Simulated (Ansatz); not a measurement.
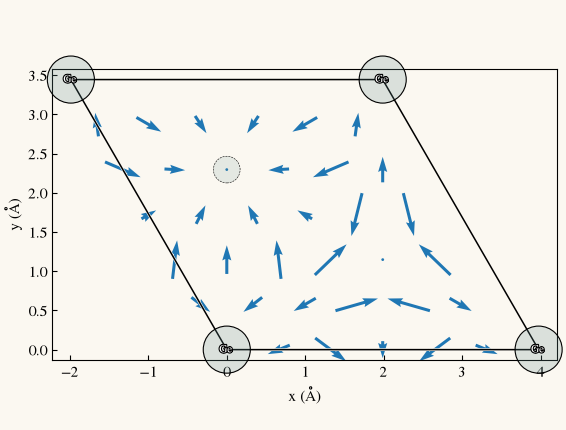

Si on a Ge(111) slab cut from the Fd-3m phase, its upper half relaxed before the scan (4 atoms of substrate and one adsorbate in a 1 × 1 cell). Si is moved over the surface cell; relaxed at each place: the height of the adsorbate's atoms; substrate rigid; the origin of the map has the adsorbate above Ge4. Places are given modulo a cell vector. The map is drawn in real space over the plane of the surface. The grid has 6 × 6 points; 10 points were computed and 26 follow by symmetry. With one adsorbate in each 1 × 1 cell, its nearest image is 4.0 Å away, so neighbouring adsorbates interact. Computed with DFT LDA, scalar-relativistic, plane waves, PAW in Ansatz 0.2.0. Settings: cutoff 420 eV, k-mesh 9×9×1, gaussian smearing 0.1 eV, no spin polarisation.

The picture shows arrows along the force (downhill), their lengths compressed, labelled circles for the atoms of the top layer and small ones for the second layer, the outline of one cell of the plane.

Q: The arrows alone are given. Where are the wells?

A: The arrows converge at a threefold hollow, (4/6, 2/6) of the cell vectors; a threefold hollow over a second-layer Ge atom, (2/6, 4/6) of the cell vectors (168 meV up); the top site over a surface Ge atom, (0/6, 0/6) of the cell vectors (274 meV up) (read from the interpolated surface).

The energy map of the same scan:

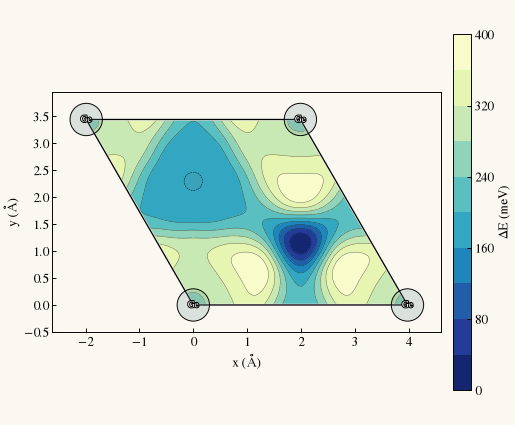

Energies are in meV, from the lowest grid point; between grid points the surface is interpolated.

PAW datasets: the set soft_1.
